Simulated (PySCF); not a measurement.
C₂H₇F₅Ge₃ (SMILES FC(F)(F)[C](F)(F)[GeH2][GeH2][GeH3])

Input file:

```
{"job": {"kind": "uv", "xc": "wB97X-D", "basis": "def2-SVPD", "ip": true}, "charge": 0, "multiplicity": 1}
F      2.754844    -0.585574    -1.264825
C      1.852370    -1.183346    -0.492928
F      2.319644    -2.365689    -0.125401
F      0.746750    -1.374747    -1.216565
C      1.533090    -0.302182     0.719575
F      0.651786    -0.993729     1.487405
F      2.677105    -0.169636     1.426457
Ge     0.759365     1.509720     0.305222
Ge    -1.368731     1.198040    -0.806942
Ge    -2.572715    -0.607848     0.270702
H      1.811817     2.282053    -0.505880
H      0.599742     2.140684     1.697105
H     -1.120869     0.903647    -2.296976
H     -2.156426     2.519070    -0.696406
H     -1.903049    -1.951197    -0.050982
H     -2.572395    -0.379060     1.791798
H     -4.028707    -0.628183    -0.231473
```

Launched as:

```sh
OMP_NUM_THREADS=1 python probes_run.py task.json out
```

Geometry: PBE0-D3(BJ)/def2-SVP.

Level of theory: wB97X-D/def2-SVPD, SCF density, gas phase in PySCF 2.14.0.

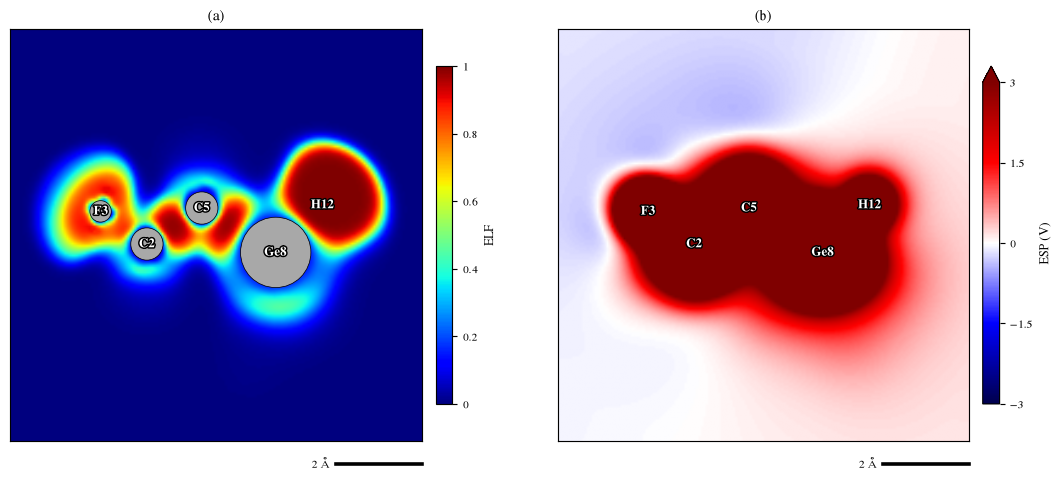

Figure 1. (a) electron localisation function; (b) electrostatic potential on the plane of atoms C2, C5 and Ge8. Grey discs cover the atomic cores in the ELF map.

Question: Read the bonding off the picture.

Answer: The plane passes through C, F, Ge and H nuclei. C–F (1.32 Å): the ELF peaks at about 0.85 between the atoms; a shared but strongly polarised pair. C–C (1.53 Å): the ELF peaks at about 1 between the atoms (a shared electron pair). C–Ge (2.01 Å): the ELF peaks at about 1 in the valence shell of C, 0.7 Å from its nucleus, and is about 0.75 at the midpoint. Ge–H (1.54 Å): the ELF climbs to about 1 towards the hydrogen. The ELF also peaks beside F3, away from the bonds: lone-pair regions. Outside the dense part of the molecule the potential is most negative (−0.4 V) near F7, which lies off the plane.

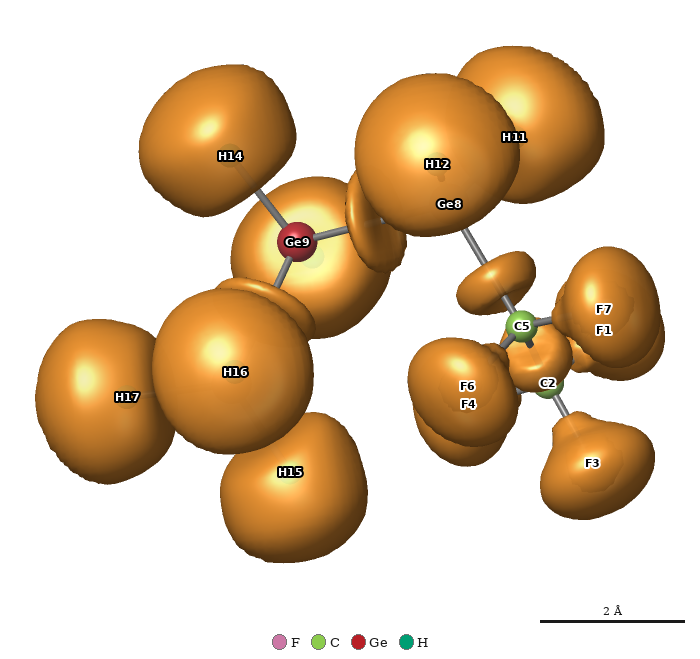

Figure 2. Isosurface of the electron localisation function at 0.75 (orange), seen across its widest extent. Only the valence region is drawn (cores and ρ < 0.01 e/Å³ removed).

Question: Identify the bonds, lone pairs and shells in this picture.

Answer: The ELF exceeds this value in one region between bonded C–C atoms (shared pairs), two regions between bonded Ge–Ge atoms (shared pairs), seven regions around hydrogen nuclei, one lobe of the valence shell of C pointing towards Ge (polar bonds) and five regions on F in which the atom's valence shell and bonds are merged.

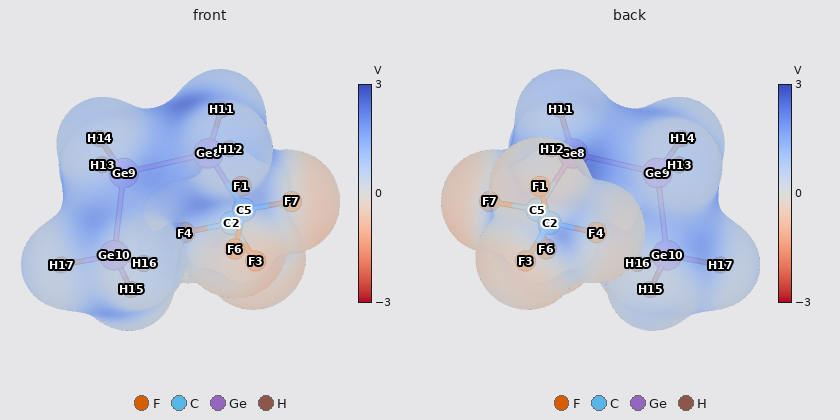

Figure 3. The molecular electrostatic potential painted on the density surface at 0.004 e/bohr³, seen from the front and from behind; red is negative and blue positive.

Question: Where is the surface potential most negative and most positive?

Answer: The most negative region (about −0.5 V) lies over F6 and F7, the most positive (about +2.3 V) over Ge8.

Question: What dipole moment does the calculation give?

Answer: Its dipole moment is 2.22 D.
